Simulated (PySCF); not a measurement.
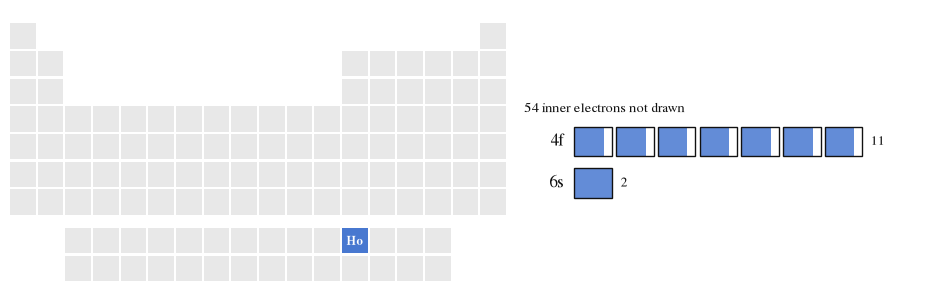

**Figure 1.** Left, the place of holmium in the periodic table; right, the outer shells of the nominal configuration: a box for each of the 2l + 1 orbitals, shaded by the share of the shell that is filled, with the electron count at the right.

# Atomic calculation, with input and output: Ho

Ho, configuration 1s2 2s2 2p6 3s2 3p6 3d10 4s2 4p6 4d10 4f11 5s2 5p6 6s2, multiplicity 4. Computed at this level: unrestricted LDA, cc-pwCVTZ-X2C plus 1 even-tempered diffuse shell per l, spin-free X2C-1e, Gaussian nucleus (PySCF).

### Key numbers

```
      quantity                                                                 value
       outcome                                                             converged
  total energy                                                   −12607.0791 hartree
          ⟨S²⟩                                                                 3.754
          ⟨L²⟩                                                                 34.01
SCF iterations                                                                     8
      hardware  1 thread of Arm Neoverse V1, 23 GiB of memory available, shared host
     wall time                                                                  12 s
```

### Remarks

⟨L²⟩ departs from that of the intended term, so the determinant mixes terms.

### The input
```python
from pyscf import gto, scf, dft, mp, cc
import basis_set_exchange as bse
mol = gto.M(atom="Ho 0 0 0", charge=0, spin=3, symmetry="D2h",
            basis=gto.basis.parse(bse.get_basis("cc-pwCVTZ-X2C", elements=["Ho"], fmt="nwchem", header=False, augment_diffuse=1)),
            nucmod="G")
mf = dft.UKS(mol, xc="LDA,VWN").sfx2c1e()
mf.irrep_nelec = {'Ag': (10, 10), 'B1g': (2, 2), 'B2g': (2, 2), 'B3g': (2, 2), 'Au': (1, 1), 'B1u': (6, 6), 'B2u': (6, 5), 'B3u': (6, 4)}
mf.kernel()
```

The script is an equivalent of what the driver set up; the driver started from orbitals of its own, so the log can be shorter than this script's would be, and it computed the properties (radii, ⟨L²⟩, response) afterwards. It held the occupations shell by shell, which the script's counts by irreducible representation don't always enforce.

Launched within a batch (the task file carries these settings):
```bash
OMP_NUM_THREADS=1 python <driver script> TASK.json OUT
```

### The program's output (extracts)
```
damping factor = 0
level_shift factor = 0
DIIS = <class 'pyscf.scf.diis.CDIIS'>
diis_start_cycle = 1
diis_space = 10
diis_damp = 0
SCF conv_tol = 1e-09
SCF conv_tol_grad = None
number electrons alpha = 35  beta = 32
XC functionals = LDA,VWN
    P. A. M. Dirac.,  Math. Proc. Cambridge Philos. Soc. 26, 376 (1930)
    F. Bloch.,  Z. Phys. 57, 545 (1929)
    S. H. Vosko, L. Wilk, and M. Nusair.,  Can. J. Phys. 58, 1200 (1980)
cycle= 1 E= -12606.9621519427  delta_E= 0.0257  |g|= 1.08  |ddm|= 0.618
cycle= 2 E= -12606.3496823098  delta_E= 0.612  |g|= 3.02  |ddm|= 0.774
cycle= 3 E= -12607.0650134594  delta_E= -0.715  |g|= 0.339  |ddm|= 0.48
cycle= 4 E= -12607.0788747861  delta_E= -0.0139  |g|= 0.0391  |ddm|= 0.107
cycle= 5 E= -12607.0790901665  delta_E= -0.000215  |g|= 0.00441  |ddm|= 0.017
cycle= 6 E= -12607.0790939793  delta_E= -3.81e-06  |g|= 0.00013  |ddm|= 0.00253
cycle= 7 E= -12607.0790939817  delta_E= -2.46e-09  |g|= 5.34e-06  |ddm|= 8.44e-05
cycle= 8 E= -12607.0790939817  delta_E=    0  |g|= 2.31e-06  |ddm|= 2.09e-05
converged SCF energy = -12607.0790939817  <S^2> = 3.754249  2S+1 = 4.0021239
```

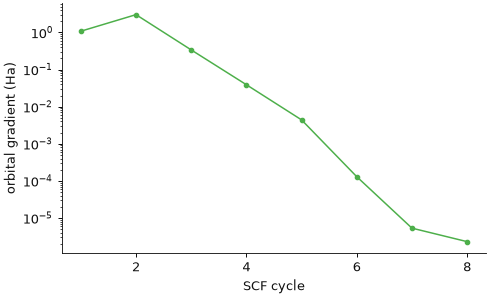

**Figure 2.** Convergence: orbital gradient against the SCF cycle. The residual comes down, with one marked jump up, by a factor of about 3, at step 2. It goes from 1.1 to 2.3×10⁻⁶ in 8 steps.

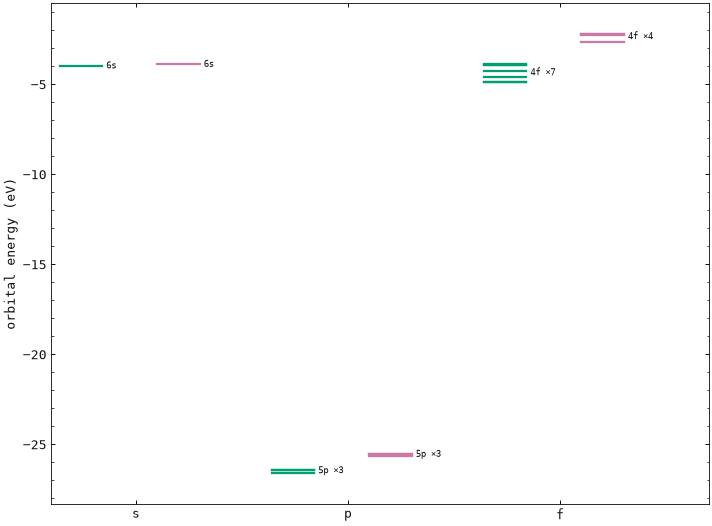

**Figure 3.** Orbital energies of the mean field, from the top down to −26.6 eV, by angular momentum, α spin at the left of each column and β at the right; ×n counts the orbitals under one label. The highest filled orbital is 4f β at −2.21 eV, the lowest empty one f β at −2.03 eV.
